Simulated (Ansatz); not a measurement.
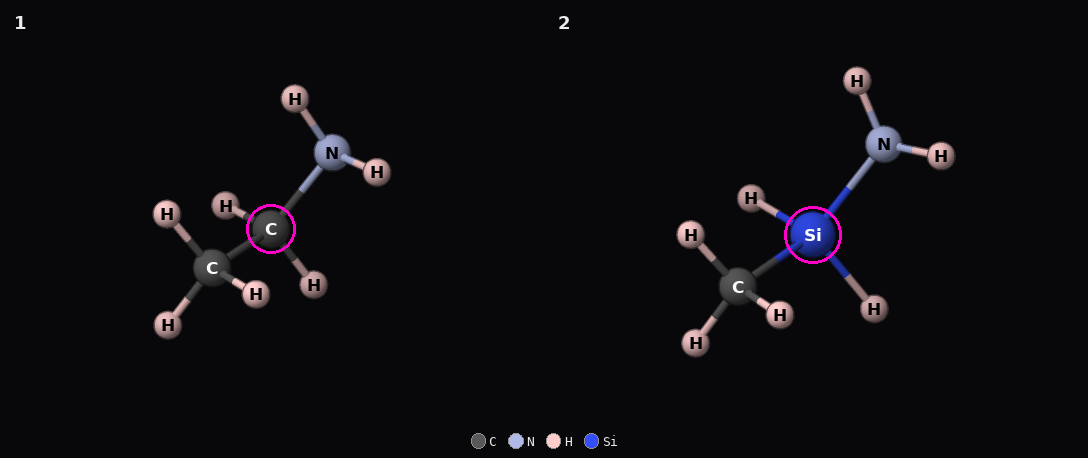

2 molecules with one skeleton, seen from the same side and at one scale; the atom that differs is circled. Each species is neutral and a spin singlet. Computed geometries: PBE0-D4/def2-TZVP optimisations, one conformation each. Properties computed with Ansatz 0.2.0.

One atom differs, called X below: C in panel 1, Si in panel 2. Their formulas are C2H7N (`CCN`), CH7NSi (`C[SiH2]N`).

### In which is the length of X–C larger (PBE0-D4/def2-TZVP)?

In panel 2 (X = Si).

### In which is the length of X–N larger (PBE0-D4/def2-TZVP)?

In panel 2 (X = Si).

Give the values. With PBE0-D4/def2-TZVP: length of X–C (Å), mean length of X–H (Å), length of X–N (Å), angle H–X–H (°). With CAM-B3LYP-D4/def2-TZVPP: HOMO energy (Kohn–Sham orbital) (eV), HOMO–LUMO gap (eV). With r2SCAN-D4/def2-TZVPP: dipole moment (D).

```csv
quantity,1 (C),2 (Si),2 − 1
length of X–C (Å),1.521,1.871,+0.350
mean length of X–H (Å),1.095,1.489,+0.394
length of X–N (Å),1.454,1.720,+0.266
angle H–X–H (°),105.8,109.8,+4.0
HOMO energy (Kohn–Sham orbital) (eV),−8.29,−8.63,−0.34
HOMO–LUMO gap (eV),10.11,10.12,+0.01
dipole moment (D),1.25,1.54,+0.29
```
